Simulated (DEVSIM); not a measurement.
Structure: illuminated CdTe p-on-n cell, one wavelength, at 300 K.

```csv
layer (left to right),material,thickness (μm),Nd (cm⁻³),Na (cm⁻³),τn (s),τp (s),absorption coefficient (cm⁻¹)
1,CdTe,0.700,-,1.7e18,3.6e-10,1.1e-10,6100
2,CdTe,2.30,1.4e17,-,1.3e-9,1.3e-9,6100
```

Left contact: ohmic, minority electron recombination velocity 4e5 cm/s. Right contact: ohmic, minority hole recombination velocity 6e5 cm/s. Voltage is applied to the left contact. Recombination: SRH at mid-gap, radiative, Auger. Light enters at the left, 9.6e17 photons cm⁻² s⁻¹, one pass, no reflection. Mobility is constant in doping.

The device is made up for the run: typed textbook-type constants, with dimensions and the other settings drawn at random. Values at 300 K.

| parameter | CdTe |
|---|---|
| gap (eV) | 1.5 |
| affinity (eV) | 4.28 |
| permittivity | 10.2 |
| Nc (cm⁻³) | 8e17 |
| Nv (cm⁻³) | 1.8e19 |
| μn (cm²/Vs) | 1000 |
| μp (cm²/Vs) | 80 |
| B (cm³/s) | 1e-10 |
| Cn (cm⁶/s) | 1e-30 |
| Cp (cm⁶/s) | 1e-30 |

Simulated with DEVSIM: 1D drift-diffusion, Boltzmann statistics, complete ionisation; no tunnelling, impact ionisation, image-force lowering or self-heating.

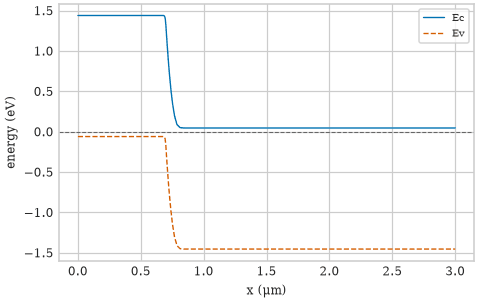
Figure. Band edges at zero bias, in the dark

Energies count from the Fermi level of the right contact; mesh points crowd at the junctions.

```csv
x (μm),Ec (eV),Ev (eV),n (cm⁻³),p (cm⁻³),field (V/cm)
0.000,1.439,-0.061,< 1e2,1.7e18,≈ 0
0.01983,1.439,-0.061,< 1e2,1.7e18,≈ 0
0.05187,1.439,-0.061,< 1e2,1.7e18,≈ 0
0.1115,1.439,-0.061,< 1e2,1.7e18,≈ 0
0.2567,1.439,-0.061,< 1e2,1.7e18,≈ 0
0.4377,1.439,-0.061,< 1e2,1.7e18,≈ 0
0.5628,1.439,-0.061,< 1e2,1.7e18,≈ 0
0.6466,1.439,-0.061,< 1e2,1.7e18,≈ 0
0.6810,1.438,-0.061,< 1e2,1.7e18,-1700
0.6995,1.317,-0.182,< 1e2,1.5e16,-240000
0.7184,0.891,-0.609,850,1.1e9,-200000
0.7672,0.202,-1.298,3.2e14,< 1e2,-81000
0.8424,0.045,-1.455,1.4e17,< 1e2,-280
0.9795,0.045,-1.455,1.4e17,< 1e2,≈ 0
1.325,0.045,-1.455,1.4e17,< 1e2,≈ 0
1.850,0.045,-1.455,1.4e17,< 1e2,≈ 0
2.353,0.045,-1.455,1.4e17,< 1e2,≈ 0
2.656,0.045,-1.455,1.4e17,< 1e2,≈ 0
2.852,0.045,-1.455,1.4e17,< 1e2,≈ 0
2.930,0.045,-1.455,1.4e17,< 1e2,≈ 0
2.973,0.045,-1.455,1.4e17,< 1e2,≈ 0
3.000,0.045,-1.455,1.4e17,< 1e2,≈ 0
```
